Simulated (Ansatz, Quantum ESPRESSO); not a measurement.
# TaBi (Pm-3m): phonons by linear response, part 3 of 3

How does TaBi (Pm-3m) vibrate, and is this structure a minimum?

Quantum ESPRESSO 7.5; DFT LDA, scalar-relativistic, plane waves, PseudoDojo norm-conserving pseudopotentials.

So far. Step 7 (Interpolated phonon bands): All branches are real along the path. Step 8 (Sums over the zone): At 300 K the heat capacity has reached 98 % of the Dulong-Petit value. The relaxed cell has a = 3.442 Å (conventional setting).

The structure was built from a prototype and need not be the compound's stable phase.

### Step 9. Zone-centre analysis

A rigid shift of the crystal must cost nothing, but grids and finite bases break this; the acoustic sum rule is imposed before the matrix is diagonalised again.

dynmat.in

```
&INPUT
  fildyn = 'x.dyn1'
  asr    = 'simple'
  fileig = 'dynmat.eig'
/
```

Launch:

```console
dynmat.x -in dynmat.in > dynmat.out
```

Numbers of over 12 decimals in the logs are rounded to 6 here.

Output:

```text
[banner, memory and clock lines left out]
Program DYNMAT v.7.5

     Reading Dynamical Matrix from file x.dyn1
     ...Force constants read
     ...epsilon and Z* not read (not found on file)
     A direction for q was not specified:TO-LO splitting will be absent

     Polarizability (A^3 units)
     multiply by 1.000000 for Clausius-Mossotti correction
         0.000000    0.000000    0.000000
         0.000000    0.000000    0.000000
         0.000000    0.000000    0.000000

     IR activities are in (D/A)^2/amu units

# mode   [cm-1]    [THz]      IR
    1     -0.00   -0.0000    0.0000
    2     -0.00   -0.0000    0.0000
    3     -0.00   -0.0000    0.0000
    4    135.20    4.0532    0.0000
    5    135.20    4.0532    0.0000
    6    135.20    4.0532    0.0000
```

Wall time 0.58 s (1 thread of Intel Xeon Platinum 8375C at 2.90GHz (Ice Lake), shared host).

Unit eigenvectors of the mass-weighted matrix after the sum rule; no LO-TO term. Modes at Γ, with each element's share of the kinetic energy:

```csv
mode,frequency (cm⁻¹),symmetry,Bi %,Ta %
1,0.0,acoustic,54,46
2,0.0,acoustic,54,46
3,0.0,acoustic,54,46
4,135.2,T1u,46,54
5,135.2,T1u,46,54
6,135.2,T1u,46,54
```

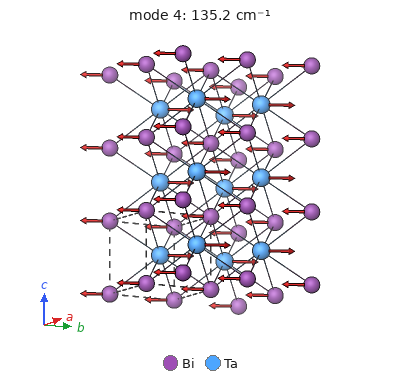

Displacement patterns of mode 4 at Γ; arrows are exaggerated. 2×2×3 cells are drawn. Some periodic images of atoms are drawn too.

The rule moves no optical mode by more than 0.1 cm⁻¹.

### Step 10. Sum rules set otherwise: a sum rule for molecules or wires on a crystal

This rule also removes rotations, which suits molecules and not a crystal; it is tried to see the harm.

dynmat.in

```
&INPUT
  fildyn = 'x.dyn1'
  asr    = 'zero-dim'
  fileig = 'dynmat.eig'
/
```

Launch:

```console
dynmat.x -in dynmat.in > dynmat.out
```

Output:

```text
[banner, memory and clock lines left out]
Program DYNMAT v.7.5

     Reading Dynamical Matrix from file x.dyn1
     ...Force constants read
     ...epsilon and Z* not read (not found on file)
     Acoustic Sum Rule: || Z*(ASR) - Z*(orig)|| =    0.000000E+00
     Acoustic Sum Rule: ||dyn(ASR) - dyn(orig)||=    3.794650E-01
     A direction for q was not specified:TO-LO splitting will be absent

     Polarizability (A^3 units)
     multiply by 1.000000 for Clausius-Mossotti correction
         0.000000    0.000000    0.000000
         0.000000    0.000000    0.000000
         0.000000    0.000000    0.000000

     IR activities are in (D/A)^2/amu units

# mode   [cm-1]    [THz]      IR
    1     -0.00   -0.0000    0.0000
    2     -0.00   -0.0000    0.0000
    3     -0.00   -0.0000    0.0000
    4      0.00    0.0000    0.0000
    5      0.00    0.0000    0.0000
    6    135.20    4.0531    0.0000
```

The job ended after 0.58 s (1 thread).

The run ended normally, but on settings that are not sound.

The fault: a sum rule for molecules or wires on a crystal; 2 optical modes are projected out to zero frequency, as if they were rotations.

For a crystal the rule has to be 'simple' or 'crystal'.

Zone-centre frequencies as printed; negative means imaginary. Modes:

```csv
mode,frequency (cm⁻¹)
1,0
2,0
3,0
4,0
5,0
6,135.2
```

### Step 11. Sum rules set otherwise (asr no)

Without the rule the raw error of the acoustic modes shows.

dynmat.in

```
&INPUT
  fildyn = 'x.dyn1'
  asr    = 'no'
  fileig = 'dynmat.eig'
/
```

Launch:

```console
dynmat.x -in dynmat.in > dynmat.out
```

Output:

```text
[banner, memory and clock lines left out]
Program DYNMAT v.7.5

     Reading Dynamical Matrix from file x.dyn1
     ...Force constants read
     ...epsilon and Z* not read (not found on file)
     A direction for q was not specified:TO-LO splitting will be absent

     Polarizability (A^3 units)
     multiply by 1.000000 for Clausius-Mossotti correction
         0.000000    0.000000    0.000000
         0.000000    0.000000    0.000000
         0.000000    0.000000    0.000000

     IR activities are in (D/A)^2/amu units

# mode   [cm-1]    [THz]      IR
    1     -1.04   -0.0313    0.0000
    2     -1.04   -0.0313    0.0000
    3     -1.04   -0.0313    0.0000
    4    135.20    4.0531    0.0000
    5    135.20    4.0531    0.0000
    6    135.20    4.0531    0.0000
```

Wall time 0.58 s (1 thread).

Zone-centre frequencies as printed; negative means imaginary. Modes:

```csv
mode,frequency (cm⁻¹)
1,-1.04
2,-1.04
3,-1.04
4,135.2
5,135.2
6,135.2
```

Against the first rule no mode moves by more than 1.1 cm⁻¹.

### Step 12. The dispersion under another sum rule (asr crystal)

The sum rule corrects the force constants themselves, so it can shift branches at any wavevector, low ones most.

matdyn.in

```
&INPUT
  asr              = 'crystal'
  flfrc            = 'x.fc'
  flfrq            = 'x.freq'
  flvec            = 'x.modes'
  q_in_band_form   = .true.
  q_in_cryst_coord = .true.
/
8
  0.0000000   0.0000000   0.0000000   8  ! GAMMA
  0.0000000   0.5000000   0.0000000   8  ! X
  0.5000000   0.5000000   0.0000000   8  ! M
  0.0000000   0.0000000   0.0000000   8  ! GAMMA
  0.5000000   0.5000000   0.5000000   8  ! R
  0.0000000   0.5000000   0.0000000   1  ! X
  0.5000000   0.5000000   0.5000000   8  ! R
  0.5000000   0.5000000   0.0000000   1  ! M
```

Launch:

```console
matdyn.x -in matdyn.in > matdyn.out
```

Output:

```text
[banner, memory and clock lines left out]
Program MATDYN v.7.5

 mass for atomic type   1 not given; uses mass from file x.fc
 mass for atomic type   2 not given; uses mass from file x.fc
 Norm of the difference between old and new effective charges:    0.000000

 Norm of the difference between old and new force-constants:   2.07029e-05

     Message from routine matdyn:
     Z* not found in file x.fc, TO-LO splitting at q=0 will be absent!
     Message from routine matdyn:
     Z* not found in file x.fc, TO-LO splitting at q=0 will be absent!

Note: The following floating-point exceptions are signalling: IEEE_UNDERFLOW_FLAG
```

Run time: 0.59 s. Hardware: 1 thread.

At the labelled points the branches move by no more than 0.2 cm⁻¹.

### Step 13. The same in Ansatz

The same cell goes through another code, with its own cutoff. It uses its own PAW datasets, so the potentials differ. Its k mesh is centred on Γ.

This step: DFT LDA, scalar-relativistic, plane waves, PAW (Ansatz 0.2.0).

input.yaml

```yaml
crystal:
  lattice:
    - [3.44246403, 0.0, 0.0]
    - [0.0, 3.44246403, 0.0]
    - [0.0, 0.0, 3.44246403]
  atoms:
    - { symbol: Bi, position: [0.0, 0.0, 0.0] }
    - { symbol: Ta, position: [0.5, 0.5, 0.5] }
kpoints:
  mp_grid: { grid: [10, 10, 10] }
hamiltonian:
  xc: lda
scf:
  occupations: { method: cold, width: 0.27211 }
output:
  eigenvalues: true
phonons:
  method: dfpt
  qmesh: [2, 2, 2]
  temperatures: { t_max: 1000, t_step: 50 }
  qpath:
    path:
      - [[0.0, 0.0, 0.0], [0.0, 0.5, 0.0], [0.5, 0.5, 0.0], [0.0, 0.0, 0.0], [0.5, 0.5, 0.5], [0.0, 0.5, 0.0]]
      - [[0.5, 0.5, 0.5], [0.5, 0.5, 0.0]]
    npoints: 12
```

Launch:

```console
ansatz run input.yaml --threads 4 --pin off --max-ram 8192MiB --backend cpu --events-out ev --progress --plain --runs-dir out
```

Output:

```text
Engine: ansatz 0.2.0, x86_64-unknown-linux-gnu
Pseudopotentials: kind: paw
Pseudopotential: Bi, paw, valence charge 15, recommended cutoff 420 eV (normal), Bi.paw.azcp
Pseudopotential: Ta, paw, valence charge 13, recommended cutoff 420 eV (normal), Ta.paw.azcp
Functional definition: SPW92
  exchange = slater_x
  correlation = pw_c
Crystal: 2 atoms, lattice volume = 40.795 Å³
Basis set: ecut = 420 eV, 799 PW (Γ), exchange–correlation on 48×48×48 points (8 copies of the dense FFT grid, shifted against one another)
Bands: 18, of which v1, the nominal top of the filled ones, is band 14 counted from 1 (13 counted from 0)
Symmetry: 48 space group operations
k-points: 56 of 1000
Non-local potential: Bi, projectors of the file, l = 0: 2, l = 1: 2, l = 2: 2, l = 3: 2
Non-local potential: Ta, projectors of the file, l = 0: 3, l = 1: 2, l = 2: 2, l = 3: 1
PAW form: soft (Blöchl's): semilocal exchange-correlation on the pseudo side does not see the compensation charge
PAW frozen core: Bi, regenerated for the run's functional, and the local potential with it (the file was generated under x = pbe(κ = 0.804, μ = 0.219515), c = pbe(β = 0.066725))
PAW frozen core: Ta, regenerated for the run's functional, and the local potential with it (the file was generated under x = pbe(κ = 0.804, μ = 0.219515), c = pbe(β = 0.066725))
PAW one-centre angular grid: Bi, 590 points (default); XC on 64 Gauss nodes
PAW one-centre angular grid: Ta, 590 points (default); XC on 64 Gauss nodes
Initial density: superposition of atomic densities (neutral atoms: chi_scale 0, normalization atom), corrected by the library's trained network
Initial wavefunctions: pseudopotential atomic-orbital guess
Functional: x = slater, c = lda
SCF iter   1: F=—  HF=-21767.488703 eV  |F-HF|=—  |Δ(HF+E_count)|=         —  Δρ=6.93e-3  dr2=1.71e-2  ethr=1.77e-3  ⟨swp⟩=5.2  Hψ=10196  notcnv=0
automatic band count: the SCF goes on with 22 bands, as 18 were too few: they end inside the smearing window of the response
preconditioner: auto → none  [metal: Δε(μ)=0.070 eV  Ē_g=19.326 eV  σ=0.272 eV  W_gap=0.16  n_scr=6 (ndim 8)  ℏωp=26.0 eV  f_vac=0.000  D(μ)=1.20/eV (n_scr^D=6)  sad-step TF]
SCF iter   2: F=—  HF=-21767.487470 eV  |F-HF|=—  |Δ(HF+E_count)|=   1.23e-3  S|Δr|=    0.00e0  Δρ=4.43e-3  dr2=9.64e-3  ethr=6.12e-5  ⟨swp⟩=1.1  Hψ=1692  notcnv=0
SCF iter   3: F=—  HF=-21767.485178 eV  |F-HF|=—  |Δ(HF+E_count)|=   2.29e-3  S|Δr|=    0.00e0  Δρ=6.35e-4  dr2=1.28e-4  ethr=3.44e-5  ⟨swp⟩=1.9  Hψ=1262  notcnv=0
SCF iter   4: F=—  HF=-21767.485132 eV  |F-HF|=—  |Δ(HF+E_count)|=   4.62e-5  S|Δr|=    0.00e0  Δρ=2.32e-4  dr2=1.63e-5  ethr=4.56e-7  ⟨swp⟩=2.0  Hψ=1669  notcnv=0
SCF iter   5: F=—  HF=-21767.485130 eV  |F-HF|=—  |Δ(HF+E_count)|=   1.43e-6  S|Δr|=    0.00e0  Δρ=7.86e-5  dr2=1.88e-6  ethr=5.83e-8  ⟨swp⟩=2.9  Hψ=1684  notcnv=0
SCF iter   6: F=—  HF=-21767.485115 eV  |F-HF|=—  |Δ(HF+E_count)|=   1.54e-5  S|Δr|=    0.00e0  Δρ=1.46e-5  dr2=8.53e-8  ethr=6.72e-9  ⟨swp⟩=3.0  Hψ=1719  notcnv=0
SCF iter   7: F=—  HF=-21767.485115 eV  |F-HF|=—  |Δ(HF+E_count)|=   1.45e-8  S|Δr|=    0.00e0  Δρ=1.47e-6  dr2=5.65e-10  ethr=3.05e-10  ⟨swp⟩=2.7  Hψ=1681  notcnv=0
SCF iter   8: F=-21767.485115 eV  HF=-21767.485115 eV  |F-HF|=1.09e-11  |Δ(HF+E_count)|=  2.36e-10  S|Δr|=    0.00e0  Δρ=8.30e-8  dr2=1.45e-12  ethr=1.00e-12  ⟨swp⟩=9.7  Hψ=7405  notcnv=0
SCF 1 converged in 8 iterations: F = -21767.485115 eV  dr2 = 1.45e-12
  greatest PAW one-centre occupation: 1.000 electrons in one spin orbital (limit 2), on the Ta atom at site 1 (counted from 0), in its partial waves of l = 0
Initial density: read from a saved state, or passed on in memory by an earlier SCF of this step, an earlier step, the calling program or the single point that the run made first
iter 1 solved again at ethr=1.90e-8 eV; its pass at ethr=3.10e-3 eV (dr2=5.31e-6 eV) is discarded
SCF iter   1: F=—  HF=-21767.485106 eV  |F-HF|=—  |Δ(HF+E_count)|=         —  Δρ=9.58e-7  dr2=7.44e-10  ethr=1.90e-8  ⟨swp⟩=4.1  Hψ=7826  notcnv=0
preconditioner: auto → none  [metal: Δε(μ)=0.036 eV  Ē_g=16.222 eV  σ=0.272 eV  W_gap=0.09  n_scr=6 (ndim 8)  ℏωp=26.0 eV  f_vac=0.000  D(μ)=1.23/eV (n_scr^D=6)]
SCF iter   2: F=—  HF=-21767.485115 eV  |F-HF|=—  |Δ(HF+E_count)|=   9.11e-6  S|Δr|=    0.00e0  Δρ=6.56e-7  dr2=4.14e-10  ethr=2.66e-12  ⟨swp⟩=3.6  Hψ=2584  notcnv=0
SCF iter   3: F=—  HF=-21767.485115 eV  |F-HF|=—  |Δ(HF+E_count)|=  7.64e-11  S|Δr|=    0.00e0  Δρ=3.84e-7  dr2=1.31e-10  ethr=1.48e-12  ⟨swp⟩=1.3  Hψ=1025  notcnv=0
SCF iter   4: F=—  HF=-21767.485115 eV  |F-HF|=—  |Δ(HF+E_count)|=  3.27e-11  S|Δr|=    0.00e0  Δρ=2.44e-7  dr2=5.17e-11  ethr=1.00e-12  ⟨swp⟩=1.0  Hψ=1008  notcnv=0
SCF iter   5: F=-21767.485115 eV  HF=-21767.485115 eV  |F-HF|=3.64e-12  |Δ(HF+E_count)|=  3.64e-12  S|Δr|=    0.00e0  Δρ=3.18e-8  dr2=3.75e-13  ethr=1.00e-12  ⟨swp⟩=2.4  Hψ=2611  notcnv=0
SCF 2 converged in 5 iterations: F = -21767.485115 eV  dr2 = 3.75e-13
phonons: the bands overlap, so this run is a metal and interpolates without the dipole-dipole term. If the crystal is really an insulator or semiconductor, its LO-TO splitting is missing
NSCF: frozen V_eff on 56 k-points
NSCF: frozen V_eff on 126 k-points
DFPT response loops at q = (0, 0, 0) (fractional): preconditioner auto → Kerker (q_TF=auto, 2.562 Å⁻¹) (partly filled bands, converged f_vac=0.000); β = 1.00, the filter's whole step (`scf.mixing.beta` (0.50) is not read by the response loops under this deck's `scf.mixing.preconditioner`; to damp them name `kerker` or `kerker_dos`, under which they read `scf.mixing.beta`, and type it under 1.00, their step now; both keys bind the ground state too); Broyden in place of MSR1
NSCF: frozen V_eff on 432 k-points
DFPT response loops at q = (0, 0, -0.5) (fractional): mixed as the last ones told, above
NSCF: frozen V_eff on 432 k-points
DFPT response loops at q = (0, -0.5, -0.5) (fractional): mixed as the last ones told, above
NSCF: frozen V_eff on 252 k-points
DFPT response loops at q = (-0.5, -0.5, -0.5) (fractional): mixed as the last ones told, above
SCF converged after 8 iterations
Stability not checked: this state was not tested for a lower state beside it, because cold or Methfessel-Paxton smearing, or corrected tetrahedra, fill the levels in a way that the test cannot read (fill_not_monotonic; see scf.lower_state_search)
Free energy (F): -21767.485115 eV
Harris-Foulkes:  -21767.485115 eV  (|F-HF|=1.09e-11)
Internal energy: -21767.475655 eV  (E = F + TS)
E sigma→0 (E₀):  -21767.481961 eV
Entropy (-TS):   -0.009460 eV (-4.730 meV/atom)
Fermi energy:    18.030747 eV
Step filling:    the computed levels leave a gap of 0.0273 eV = 0.1 smearing widths at the electron count; against every level under it full and every level over it empty, smearing changes F+E_penalty+E_count by -6.195 meV and its σ→0 estimate by -3.042 meV
--- Per-component energies (eV) ---
  E_band       = -115.619500
  E_kinetic    = 674.913330
  E_local      = -1709.984615  (includes V_loc(G=0)·N_el)
  E_nonlocal   = 583.739815
  E_hartree    = 547.305470
  E_xc         = -368.393559
  E_vxc        = -350.369743  (∫ρ·V_xc dr)
  E_paw        = -18503.142491  (= ΣΔE_a)
  E_vpaw       = -408.528859  (= ΣTr[D̂ρ^β])
  E_aug_tail   = -0.000381  (compensation charges beyond the density's cutoff)
  E_ewald      = -2992.167240
  E_core_change = 0.254018  (= ΣΔE_core)
  E_smearing   = -0.009460  (= −TS)
  E_closure    = 0.000000  (closes the sum)
  Σ components = -21767.485115   (vs F -21767.485115, Δ=0.00e0)
--- Band table (eV; the first three rows and the last of 56) ---
  k-point 0: bands = [... 10 lower, 15.7528, 15.7528, 18.6961, 18.6961, 18.6961, 19.6066, 19.6066, 19.6066, ... 4 higher]
  k-point 1: bands = [... 10 lower, 15.4010, 15.7817, 17.9811, 18.0571, 18.0571, 19.5981, 20.3769, 20.3769, ... 4 higher]
  k-point 2: bands = [... 10 lower, 14.0452, 15.8599, 17.2653, 17.2653, 18.0175, 19.5756, 21.5787, 21.5787, ... 4 higher]
  k-point 55: bands = [... 10 lower, 12.5028, 12.5028, 12.5028, 20.6963, 20.6963, 20.6963, 21.2102, 21.2102, ... 4 higher]
--- Phonons (Γ-DFPT): 2 representative perturbations + reference (Σ response iterations 6) ---
  ASR residual: 2.121e-5 → 0.000e0 eV/Å²; symmetrization residual: 1.587e-5 eV/Å²
  ASR residual per site (eV/Å²): 1.15e-5 2.12e-5
  Γ frequencies (cm⁻¹): 0.00 0.00 0.00 135.99 135.99 135.99
--- Phonons (arbitrary-q DFPT): 4 irreducible q on the 2×2×2 mesh ---
  q = [0.0000, 0.0000, 0.0000] (star 1, of the zone-centre solve; hermiticity 4.81e-6, symmetrization 7.66e-13): -0.00 -0.00 -0.00 135.99 135.99 135.99
  q = [0.0000, 0.0000, -0.5000] (star 3, 4 solved perturbations in 684 linear systems a pass and spin channel, the states on 216 of 1000 k-point pairs; hermiticity 1.00e-8, symmetrization 5.42e-9): 90.40 90.40 94.92 98.75 98.75 135.37
  q = [0.0000, -0.5000, -0.5000] (star 3, 4 solved perturbations in 684 linear systems a pass and spin channel, the states on 216 of 1000 k-point pairs; hermiticity 8.52e-7, symmetrization 4.01e-11): 47.79 47.79 89.14 127.85 138.45 138.45
  q = [-0.5000, -0.5000, -0.5000] (star 1, 2 solved perturbations on 126 of 1000 k-point pairs; hermiticity 2.00e-9, symmetrization 1.00e-9): 48.65 48.65 48.65 137.01 137.01 137.01
  sum rule: each row above includes the acoustic sum rule's correction from the zone centre's row sums; it moved no ω² by more than (0.18 cm⁻¹)²
  mesh force constants: q→R imaginary residual 1.60e-17; ASR residual 2.121e-5 → 0.000e0 eV/Å²; symmetrization residual 7.105e-15 eV/Å²
  interpolated dispersion: 74 rows × 6 modes
  density of states and harmonic sums: on the 18×18×18 q-mesh, interpolated from the force constants of a 2×2×2 supercell (no non-analytic term)
  largest difference from the sums on the solved wave vectors: F 7.86e-2 eV, S 1.11e-4 and C_V 3.23e-5 eV/K
  zero-point energy: 0.036526 eV/cell   skipped modes (ω ≤ 0): 3   left out of the sums: 8.57e-5 of the cell's modes: C_V's classical limit lies that fraction below 3 k_B per atom; for a crystal, a wire or a layer, F and S can be off by more, and a phonons.interpolated_qmesh denser along its periods is the remedy for the sampling
```

The job ended after 24 s (4 threads; peak memory 0.83 GiB).

Read from the output:

```yaml
sum_rule_residual_before_enforcement: 2.12e-5 eV/Å²
mean_frequency: 98.2 cm⁻¹
logarithmic_mean_frequency: 92.4 cm⁻¹
highest_optical_zone_centre_mode_no_lo_to_term: 136.0 cm⁻¹
lowest_optical_zone_centre_mode: 136.0 cm⁻¹
lowest_mode_on_the_q_mesh_acoustic_ones_at_the_zone_centre_apart: 47.79 cm⁻¹
zero_point_energy_per_atom: 18.26 meV
heat_capacity_at_300_k: 24.44 J/(mol atoms K)
vibrational_entropy_at_300_k: 45.49 J/(mol atoms K)
```

### Step 14. Side by side: QE PseudoDojo and Ansatz, PAW

Worked out from the results:

```yaml
root_mean_square_difference: 0.89 cm⁻¹
largest_difference: 1.61 cm⁻¹
root_mean_square_difference_on_the_path: 0.7 cm⁻¹
largest_difference_on_the_path: 1.6 cm⁻¹
```

The 12 of 21 modes that differ most. Frequencies side by side:

```csv
q (reciprocal lattice),mode,QE PseudoDojo (cm⁻¹),"Ansatz, PAW (cm⁻¹)"
0 0 0,4,135.2,136
0 0 0,5,135.2,136
0 0 0,6,135.2,136
0 0 -0.5,3,94.23,94.92
0 0 -0.5,4,98.2,98.75
0 -0.5 -0.5,1,46.18,47.79
0 -0.5 -0.5,2,46.18,47.79
0 -0.5 -0.5,3,88.26,89.14
0 -0.5 -0.5,4,127.2,127.8
-0.5 -0.5 -0.5,1,47.13,48.65
-0.5 -0.5 -0.5,2,47.13,48.65
-0.5 -0.5 -0.5,3,47.13,48.65
```

At the solved wavevectors the largest difference (acoustic modes at Γ apart) is 1 % of the highest mode, but 3 % of the mode at 46 cm⁻¹ on which it sits.

### Step 15. Results

```yaml
space_group_after_relaxation: Pm-3m
volume_per_atom: 20.4 Å³
highest_optical_zone_centre_mode_no_lo_to_term: 135.2 cm⁻¹
q_mesh: 2×2×2
lowest_mode_on_the_q_mesh_acoustic_ones_at_the_zone_centre_apart: 46.2 cm⁻¹
zero_point_energy_per_atom: 18.1 meV
heat_capacity_at_300_k: 24.4 J/(mol atoms K)
vibrational_entropy_at_300_k: 45.7 J/(mol atoms K)
imaginary_modes_on_the_q_mesh: none
largest_difference_from_ansatz_paw: 1.61 cm⁻¹
```

In words: TaBi (Pm-3m) is dynamically stable on the 2×2×2 mesh; its spectrum reaches 139 cm⁻¹. At the LDA level the optical modes of TaBi (Pm-3m) at the zone centre lie at 135 cm⁻¹. QE PseudoDojo and Ansatz, PAW differ by 0.9 cm⁻¹ in the root mean square and by 1.6 cm⁻¹ at most, 1.2 % of the highest mode compared (acoustic modes at Γ left out; ph.x's values are those before the sum rule); the two use different potentials, and the cell was not relaxed for the second set. These are harmonic frequencies at zero temperature: anharmonic shifts and linewidths and thermal expansion are left out. Spin-orbit coupling is left out, which can matter for the heavy elements here. In a metal the frequencies hang on the k mesh and the smearing, most of all near Kohn anomalies. The q mesh stands for a supercell only 6.9 Å across, so branches between the solved wavevectors are rough. The structure is a hypothetical one, built on a prototype.

[Host names and launcher messages were left out of these logs when they were recorded.]

[Logs are printed without paths, hosts, clocks, repeated set-up lines and the standing remarks that a program may print on its own settings, such as how far it seeks lower states.]

[Hosts, paths, dates, database ids (printed as entryN), source tags and the programs' standing remarks are cut or masked in the printed files.]
